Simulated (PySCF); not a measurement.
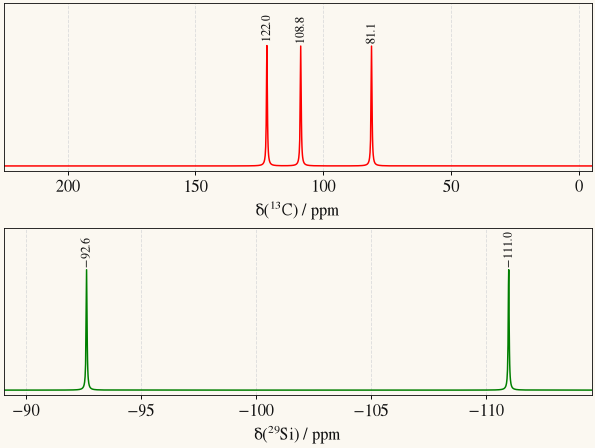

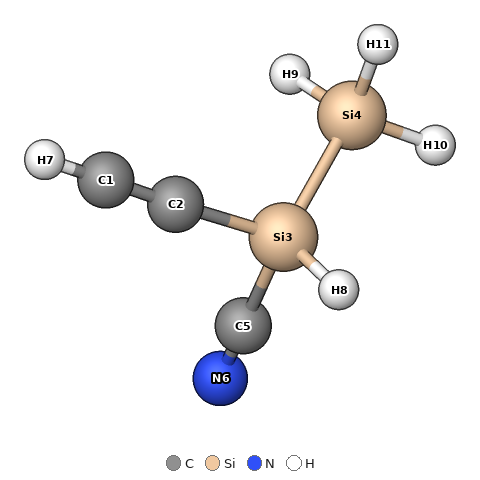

Spectrum and numbered structure of C₃H₅NSi₂, SMILES C#C[Si@H]([SiH3])C#N. GIAO shifts, PBE0/pcSseg-1 in PySCF, at a GFN2-xTB geometry (no frequency check), against TMS for ¹³C and TMS for ²⁹Si computed at the same level. Gas phase, fully decoupled, line heights follow the number of nuclei, widths are arbitrary (no quadrupolar broadening); values of one conformer, averaged over methyl-type rotors and exact or near symmetry.

Which atoms give which ¹³C line?

Answer.
| δ (ppm) | nuclei | atoms |
| --- | --- | --- |
| 122.0 | 1 | C5 |
| 108.8 | 1 | C1 |
| 81.1 | 1 | C2 |

Assign the ²⁹Si signals to the numbered atoms.

Answer.
```tsv
δ (ppm)	nuclei	atoms
−92.6	1	Si3
−111.0	1	Si4
```

Caveats: the tight-binding geometry is rougher than a DFT one and adds to the error.
